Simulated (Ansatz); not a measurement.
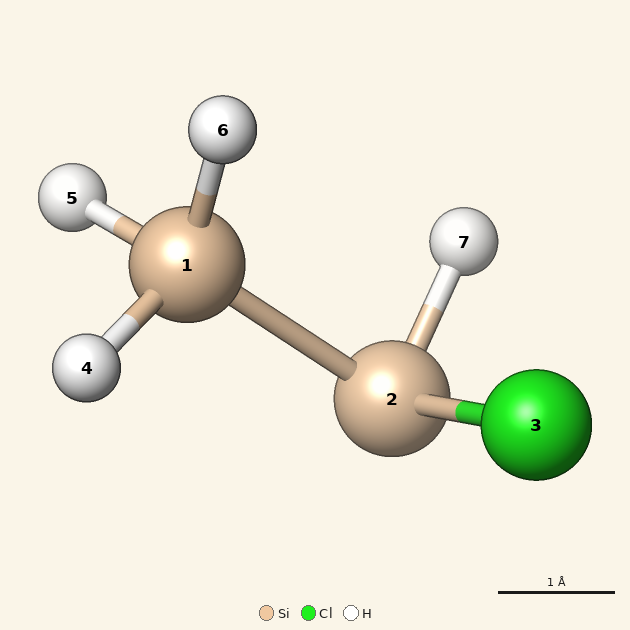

Numbered structure. Charge −1, singlet. Computed geometry: PBE-D4/def2-SVPD optimisation. No frequency run is at hand to confirm it as a minimum.

Describe the coordination of atom 2.

Si2 has 3 neighbours (Si1 at 2.40, Cl3 at 2.29, H7 at 1.56 Å); the arrangement is trigonal pyramidal.

What is the geometry at Si1?

Si1 has 4 neighbours (Si2 at 2.40, H4 at 1.52, H5 at 1.53, H6 at 1.52 Å); the arrangement is tetrahedral.
